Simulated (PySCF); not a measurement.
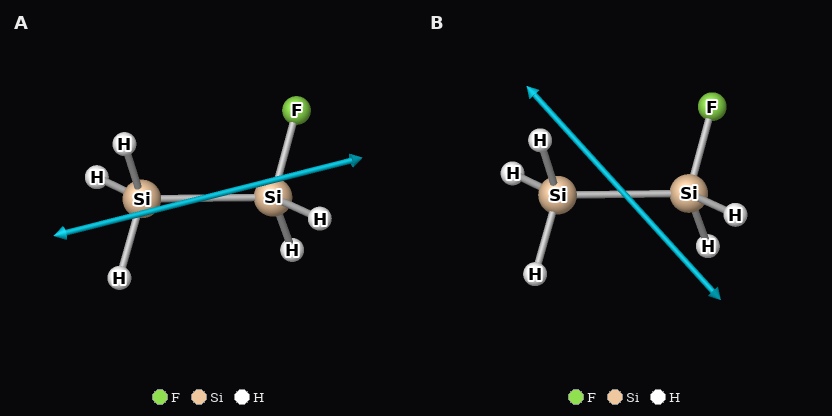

The double arrows show the directions of two transition dipoles from the ground state (lengths mean nothing). The computed structure is the end point of a PBE0-D3(BJ)/def2-SVP optimisation. No frequency run is at hand to confirm it as a minimum. Level of theory: TDDFT PBE0/def2-SVPD, vertical, gas phase, core orbitals frozen in the response (PySCF 2.14.0).

> One belongs to singlet state 1 and one to singlet state 6. Which is which?

A: state 6, 8.17 eV (152 nm), oscillator strength 0.017, mainly HOMO → LUMO+4 (weight 0.91).
B: state 1, 6.43 eV (193 nm), oscillator strength 0.016, mainly HOMO → LUMO (weight 0.97).
